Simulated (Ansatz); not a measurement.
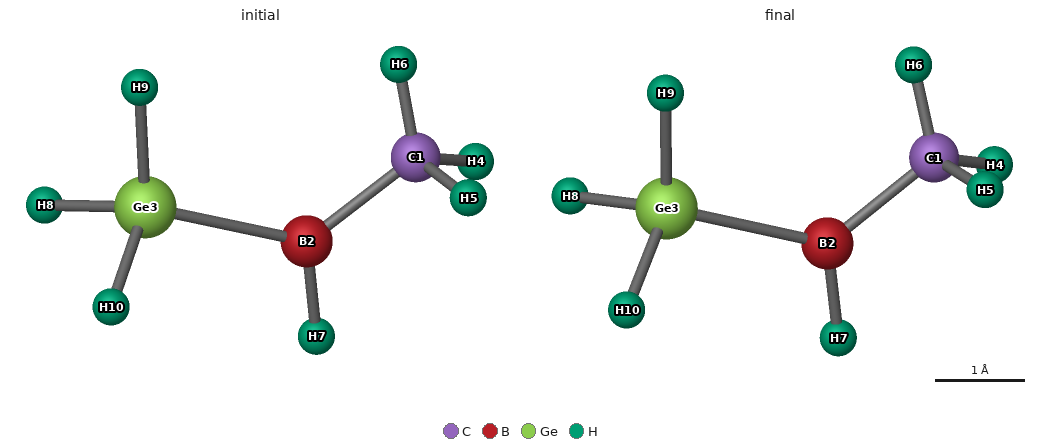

The structure of CH$_{7}$BGe before (left) and after (right) a relaxation, at one scale.

The picture is a ball-and-stick view, seen at a tilt.

The start comes from PBE-D4/def2-SVP.

Level of theory: Ansatz 0.2.0, RKS PBE0-D4/def2-TZVP.

Input
```yaml
crystal:
  periodic: [false, false, false]
  atoms:
    - {symbol: C, position_ang: [-1.211991, 0.872080, -0.580476]}
    - {symbol: B, position_ang: [-0.036998, -0.140832, -0.706810]}
    - {symbol: Ge, position_ang: [1.103250, -0.801791, 0.893230]}
    - {symbol: H, position_ang: [-2.009996, 0.750330, -1.342215]}
    - {symbol: H, position_ang: [-0.714552, 1.843149, -0.845102]}
    - {symbol: H, position_ang: [-1.649062, 1.010924, 0.427134]}
    - {symbol: H, position_ang: [0.291957, -0.535286, -1.815038]}
    - {symbol: H, position_ang: [1.023235, -2.353999, 1.006671]}
    - {symbol: H, position_ang: [0.675103, -0.222408, 2.272722]}
    - {symbol: H, position_ang: [2.612153, -0.473467, 0.692685]}
basis:
  gaussian: {orbitals: def2-TZVP}
hamiltonian: {xc: pbe0, dispersion: d4}
relax: {f_tol: 0.005, max_steps: 150}
```

### What changed between the two?

The atom that moves furthest after the best rigid fit is H8 (0.12 Å). Largest moves by element: H 0.12 Å, B 0.03 Å, C 0.02 Å, Ge 0.02 Å. Among the contacts that change: B2–H7 1.221 → 1.200 Å, C1–H4 1.110 → 1.093 Å, C1–H5 1.123 → 1.106 Å, Ge3–H10 1.557 → 1.542 Å. The energy falls by 2.62 kJ/mol in 13 geometry steps. The largest force component goes from 0.49 to 0.0041 eV/Å. The forces were under the threshold at step 6, but the run went on from there. The run took of the order of 100 core-seconds on a shared host.
